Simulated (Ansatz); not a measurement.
H$_{2}$···Br$_{2}$

Input

```
crystal:
  periodic: [false, false, false]
  atoms:
    - {symbol: H, position_ang: [-0.013171, -0.025070, -1.418624]}
    - {symbol: H, position_ang: [-0.278681, -0.098518, -2.112395]}
    - {symbol: Br, position_ang: [-0.960451, -0.222088, 1.772109]}
    - {symbol: Br, position_ang: [1.225269, 0.334131, 1.431914]}
basis:
  gaussian: {orbitals: "def2-TZVPPD.json"}
hamiltonian: {xc: pbe0, dispersion: d4}
output: {orbitals: {seedname: orbitals}}
```

Run with:

```sh
ansatz run in.yaml --threads 2 --pin off --events-out ev --progress --plain --max-ram 5222MiB
```

Geometry: rigid move from PBE0-D4/def2-TZVP.

These are results of RKS PBE0-D4/def2-TZVPPD in Ansatz 0.2.0, not measurements.

> Predict the electron density and electron localisation function between the atoms.

Br4···H1 (3.13 Å): the density falls to about 0.03 e/Å³ on the way; the ELF dips to about 0 between them; a weak contact between the two molecules.
Br–Br (2.28 Å): the density is about 0.77 e/Å³ at the midpoint; the ELF peaks at about 0.75 between the atoms.
H–H (0.75 Å): ρ is about 1.8 e/Å³ halfway; the ELF is about 1 at the midpoint.

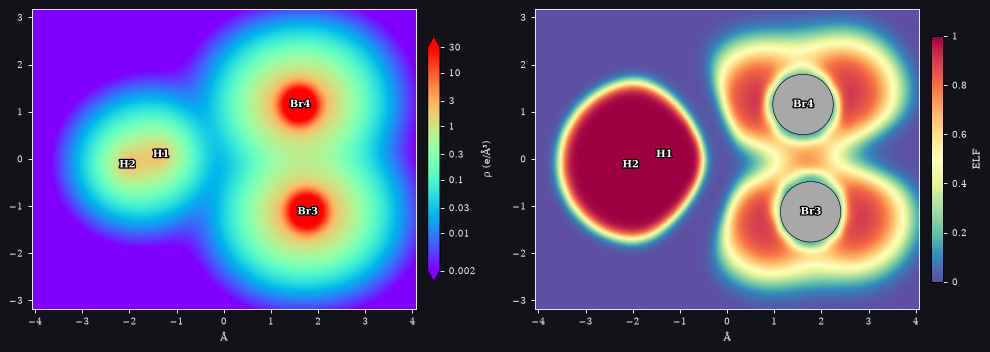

Computed electron density and electron localisation function on the molecular plane, in this order. Grey discs cover the atomic cores in the ELF map. 
